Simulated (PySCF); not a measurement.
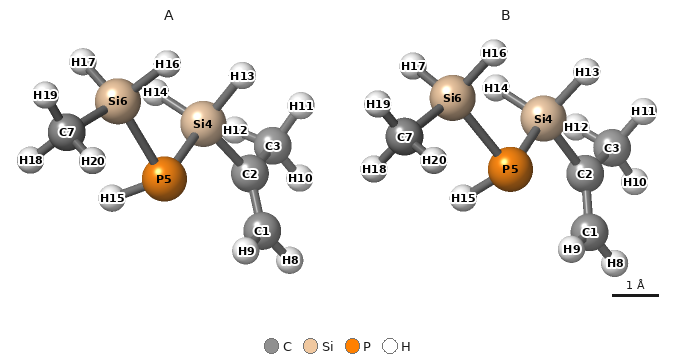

Two geometries of C₄H₁₃PSi₂, drawn at one scale. One is the start of a relaxation, the other its converged end. Style: ball-and-stick. Shown from a free direction.

Computed with PBE0-D3(BJ)/def2-SVP geometry optimisation, gas phase in PySCF. 

Which geometry has the lower energy?

Answer. Structure A is the relaxed one. The start comes from GFN2-xTB. Its atoms were then displaced at random by about 0.01 Å. The atom that moves furthest after the best rigid fit is H15 (0.35 Å). By element the largest moves are H 0.35 Å, P 0.30 Å, C 0.22 Å, Si 0.14 Å. Among the contacts that change: Si4–P5 2.208 → 2.260 Å, C1–H9 1.046 → 1.095 Å, P5–H15 1.387 → 1.430 Å, C2–Si4 1.923 → 1.883 Å. Bond angles that change, for instance: P5–Si4–H14 115.5° → 112.4°, Si4–P5–Si6 99.8° → 96.7°, C2–C3–H12 108.8° → 111.2°. After 9 geometry steps the energy has fallen by 5.02 kcal/mol. Cost: 6.9 min on 1 thread of Intel(R) Xeon(R) Processor @ 2.50GHz, with other jobs on the host.
